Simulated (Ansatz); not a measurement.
# PN (phosphorus nitride) at CCSD/STO-3G

Aim: the electronic atomisation energy of PN (phosphorus nitride) at CCSD/STO-3G, from 3 runs. 

Program for the calculation: Ansatz 0.2.0.

46 further runs of the same task are left out: 12 that didn't finish, 34 set aside as unsound or not needed.

## 1. The structure to begin with

PN has 2 atoms, charge 0, and is taken as a singlet. SMILES: `N#P`. The bond length is the measured one.

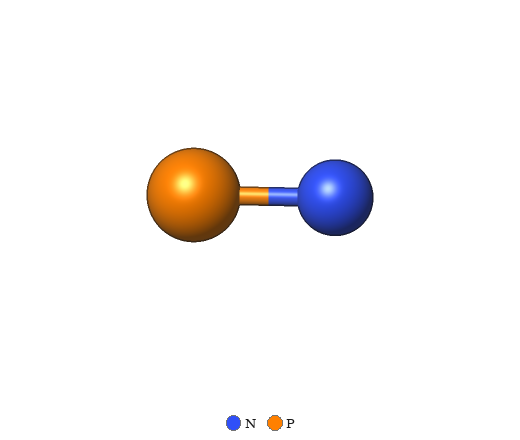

The structure, seen from a chosen angle (nitrogen blue, phosphorus orange).

## 2. A single-point energy at CCSD/STO-3G

Input file in.yaml:

```yaml
crystal:
  periodic: [false, false, false]
  atoms:
    - {symbol: "N", position_ang: [0.000000, 0.000000, 0.000000]}
    - {symbol: P, position_ang: [0.000000, 0.000000, 1.490866]}
basis:
  gaussian:
    orbitals: STO-3G
correlation:
  method: ccsd
  frozen_orbitals: {"N": 1, P: 5}
accuracy: high
scf:
  omitted_lower_state_checks: [cluster_reference, increment]
```

Started as:

```
$ ansatz run in.yaml --threads 1 --pin off --max-ram 2610MiB --events-out events.jsonl --progress --plain --runs-dir runs
```

The log of the run:

```text
Warning: RAYON_NUM_THREADS=1 ignored (pool sized by the plan → 1); use --threads N
Functional definition: HF
  name "HF"
  exchange = exact_x
  correlation = 0
these checks for a lower state are left out or cut short: cluster_reference, increment
224 factors; integrals over basis functions are off by at most 8.7e-9 eV
mean field evaluation 1: about -10625.0807 eV, gradient 3.2e1 eV
mean field evaluation 2: about -10625.0870 eV, gradient 3.2e1 eV
mean field evaluation 4: about -10628.5182 eV, gradient 2.4e0 eV
mean field evaluation 8: about -10628.5426 eV, gradient 1.8e-2 eV
mean field -10628.54257783 eV, -390.5917354505 hartree, gradient 2.8e-8 eV, S^2 0.000000; 0 other end points of the search recorded, 0 dependent functions left out; unrestricted orbitals would lower it
6 core orbitals not correlated: weight in the atoms' cores, before any rotation towards them, 1.000 or more for the frozen orbitals, at most 0.000 for the correlated occupied ones
reference -10628.54257783 eV, -390.5917354505 hartree; 5, 5 occupied and 3, 3 virtual orbitals, 224 factors
second order -5.03448592 eV of doubles, -0.00000000 eV of singles
cycle   1  -4.18853537 eV  change    8.5e-1 eV  update   9.5e-2
cycle   2  -4.41772786 eV  change   -2.3e-1 eV  update   3.6e-2
cycle   3  -4.53787609 eV  change   -1.2e-1 eV  update   2.1e-2
cycle   4  -4.56658209 eV  change   -2.9e-2 eV  update   7.2e-3
cycle   5  -4.58048033 eV  change   -1.4e-2 eV  update   2.1e-3
cycle   6  -4.57883575 eV  change    1.6e-3 eV  update   4.0e-4
cycle   7  -4.57957411 eV  change   -7.4e-4 eV  update   7.9e-5
cycle   8  -4.57942698 eV  change    1.5e-4 eV  update   1.6e-5
cycle   9  -4.57944994 eV  change   -2.3e-5 eV  update   4.1e-6
cycle  10  -4.57945091 eV  change   -9.8e-7 eV  update   7.8e-7
cycle  11  -4.57945009 eV  change    8.2e-7 eV  update   2.2e-7
cycle  12  -4.57945046 eV  change   -3.7e-7 eV  update   5.7e-8
cycle  13  -4.57945030 eV  change    1.6e-7 eV  update   3.9e-8
cycle  14  -4.57945029 eV  change    8.7e-9 eV  update   2.0e-8
cycle  15  -4.57944965 eV  change    6.4e-7 eV  update   1.5e-7
cycle  16  -4.57944974 eV  change   -9.1e-8 eV  update   6.3e-8
cycle  17  -4.57944953 eV  change    2.1e-7 eV  update   3.5e-8
cycle  18  -4.57944951 eV  change    2.0e-8 eV  update   6.2e-9
cycle  19  -4.57944952 eV  change   -9.2e-9 eV  update   2.3e-9
cycle  20  -4.57944952 eV  change    2.9e-9 eV  update  6.8e-10
cycle  21  -4.57944952 eV  change    1.1e-9 eV  update  2.8e-10
Total energy: -10633.12202735 eV, -390.7600271163 hartree
Checks for a lower state left out: cluster_reference, increment
```

It took 0.16 s on 1 thread of Intel Xeon 6975P-C (Granite Rapids), shared host.

## 3. The N atom, same level

Input file input.yaml:

```yaml
crystal:
  periodic: [false, false, false]
  atoms:
    - {symbol: "N", position_ang: [0.000000, 0.000000, 0.000000]}
basis:
  gaussian:
    orbitals: STO-3G
magnetization:
  spin_polarized: true
  initial_magnetization: 3
accuracy: high
correlation:
  method: ccsd
  frozen_orbitals: {"N": 1}
scf:
  omitted_lower_state_checks: [cluster_reference, increment]
```

Run the same way, it converges to -53.71901 Eh (log not shown).

## 4. The P atom, same level

Input file run.yaml:

```yaml
crystal:
  periodic: [false, false, false]
  atoms:
    - {symbol: P, position_ang: [0.000000, 0.000000, 0.000000]}
basis:
  gaussian:
    orbitals: STO-3G
magnetization:
  spin_polarized: true
  initial_magnetization: 3
correlation:
  method: ccsd
  frozen_orbitals: {P: 5}
accuracy: high
scf:
  omitted_lower_state_checks: [cluster_reference, increment]
```

Run the same way, it converges to -336.86877 Eh (log not shown).

## 5. Summary of results

At CCSD/STO-3G, 6 core orbitals frozen:

```
                                             quantity          value
                               molecule: total energy  -390.76003 Eh
molecule: correlation energy (6 core orbitals frozen)     -168.3 mEh
                              molecule: T1 diagnostic          0.007
                                 N atom: total energy   -53.71901 Eh
   N atom: correlation energy (1 core orbital frozen)        0.0 mEh
            N atom: ⟨S²⟩ of the reference determinant          3.750
                                N atom: T1 diagnostic          0.000
                                 P atom: total energy  -336.86877 Eh
  P atom: correlation energy (5 core orbitals frozen)        0.0 mEh
            P atom: ⟨S²⟩ of the reference determinant          3.750
                                P atom: T1 diagnostic          0.000
                        electronic atomisation energy       4.687 eV
```

What this shows: Taking the molecule apart into free atoms costs 4.69 eV (108 kcal/mol), before zero-point energy and without spin-orbit coupling. In a minimal basis such a difference can be off by several eV, whatever the method. The restricted solution (molecule) is unstable to spin breaking: an unrestricted one lies lower.
